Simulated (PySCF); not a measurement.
**[GdF3(NH3)]−: other functionals and bases at one geometry**

Aim: see how levels, charges and forces of [GdF3(NH3)]− depend on the level of theory. The structure is generated, not taken from experiment.

The runs use PySCF 2.14.0; several levels, as the steps say, no spin–orbit coupling.

1 further run of the same task is left out (for a known fault of the program).

## (1) Where the work starts

8 atoms, charge -1, spin multiplicity 1.

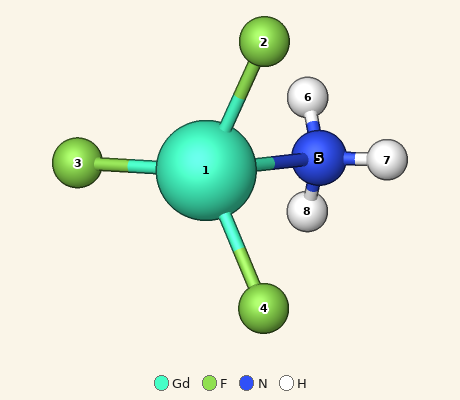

The geometry (gadolinium teal, fluorine green, nitrogen blue, hydrogen white); atoms are numbered from 1 in the order of the file.

As a file:

```xyz
8
charge -1, multiplicity 1
Gd    0.15422   -0.15422    0.15422
F     1.12393    1.60177    1.12393
F    -1.60177   -1.12393    1.12393
F     1.12393   -1.12393   -1.60177
N    -1.42394    1.42394   -1.42394
H    -2.02148    2.02148   -0.85667
H    -0.85667    2.02148   -2.02148
H    -2.02148    0.85667   -2.02148
```

Formal oxidation states: Gd +2. Each metal's 8 4f electrons lie in its core potential, so multiplicities, spins and levels count the valence alone. For divalent La, Ce, Gd or Lu the extra electron is normally 5d or 6s, so this core forces an excited configuration. An earlier session relaxed this geometry at PBE0, Gd lcecp-0-SVP with ECP54, F def2-SVP, N def2-SVP, H def2-SVP (singlet, point group C3v).

At PBE0 on the finer grid: E = -385.599433 Eh, frontier levels not given, since the 4f levels lie in the core, Mulliken charge on Gd1 +0.64 e, largest force component 0.002 eV/Å. 

Levels to run: revPBE; CAM-B3LYP; PBE0, TZVP. Hardware: 2 threads of Arm Neoverse V2, shared host.

## (2) revPBE

The input, run.py (the lines that set the calculation):

```python
mol = gto.M(atom='''
Gd     0.15422    -0.15422     0.15422
F      1.12393     1.60177     1.12393
F     -1.60177    -1.12393     1.12393
F      1.12393    -1.12393    -1.60177
N     -1.42394     1.42394    -1.42394
H     -2.02148     2.02148    -0.85667
H     -0.85667     2.02148    -2.02148
H     -2.02148     0.85667    -2.02148''',
    basis={'Gd': 'lcecp-0-SVP', 'F': 'def2-SVP', 'N': 'def2-SVP', 'H': 'def2-SVP'},
    ecp={'Gd': 'lcecp-0-SVP'},
    charge=-1, spin=0)
mf = dft.RKS(mol, xc='PBE_R,PBE')
mf.grids.atom_grid = (75, 302)  # f atoms: unpruned, at least (60, 302)
mf = mf.density_fit()  # fitting sets: Gd AutoAux, F def2-universal-JKFIT, N def2-universal-JKFIT, H def2-universal-JKFIT
mf.conv_tol = 1e-08; mf.max_cycle = 55
mf.kernel(dm0)  # dm0: the density of the relaxed state
```

On the command line:

```bash
$ OMP_NUM_THREADS=2 python run.py
```

## (3) CAM-B3LYP

run.py (the lines that set the calculation), as its differences from that of step 2:

```diff
@@ -12,3 +12,3 @@
     charge=-1, spin=0)
-mf = dft.RKS(mol, xc='PBE_R,PBE')
+mf = dft.RKS(mol, xc='CAMB3LYP')
 mf.grids.atom_grid = (75, 302)  # f atoms: unpruned, at least (60, 302)
```

## (4) PBE0, TZVP

Basis: Gd lcecp-0-TZVP with ECP54, F def2-TZVP, N def2-TZVP, H def2-TZVP. 

run.py (the lines that set the calculation), as its differences from that of step 3:

```diff
@@ -9,6 +9,6 @@
 H     -2.02148     0.85667    -2.02148''',
-    basis={'Gd': 'lcecp-0-SVP', 'F': 'def2-SVP', 'N': 'def2-SVP', 'H': 'def2-SVP'},
-    ecp={'Gd': 'lcecp-0-SVP'},
+    basis={'Gd': 'lcecp-0-TZVP', 'F': 'def2-TZVP', 'N': 'def2-TZVP', 'H': 'def2-TZVP'},
+    ecp={'Gd': 'lcecp-0-TZVP'},
     charge=-1, spin=0)
-mf = dft.RKS(mol, xc='CAMB3LYP')
+mf = dft.RKS(mol, xc='PBE0')
 mf.grids.atom_grid = (75, 302)  # f atoms: unpruned, at least (60, 302)
@@ -16,2 +16,2 @@
 mf.conv_tol = 1e-08; mf.max_cycle = 55
-mf.kernel(dm0)  # dm0: the density of the relaxed state
+mf.kernel(dm0)  # dm0: free metal ions and neutral atoms
```

Q: Predict the outcome of this session. Wanted: for each run, charge on Gd1; dipole; largest force.

**Answer**, as computed:

| level | state | charge on Gd1 (e) | dipole (D) | largest force (eV/Å) | basis functions | time |
| --- | --- | --- | --- | --- | --- | --- |
| PBE0 (relaxed here) | singlet | 0.64 | 4.49 | 0.00 | 102 | 12 s |
| revPBE | singlet | 0.41 | 4.44 | 0.25 | 102 | 4.6 s |
| CAM-B3LYP | singlet | 0.60 | 4.52 | 0.05 | 102 | 5.7 s |
| PBE0, TZVP | singlet | 1.13 | 4.25 | 0.26 | 189 | 12 s |

Times are on 2 threads of Arm Neoverse V2, shared host; the first row also made further properties. The dipole of a charged species depends on the origin, so these sizes hold for this origin alone.

The largest leftover force, 0.26 eV/Å with PBE0, TZVP, stands at a geometry relaxed at another level. The Mulliken charge on Gd spans +0.41 to +1.13 e over the levels. With 4f in the core, its levels are missing from HOMO and gap. Total energies of different levels can't be compared. Spin–orbit coupling is left out throughout.
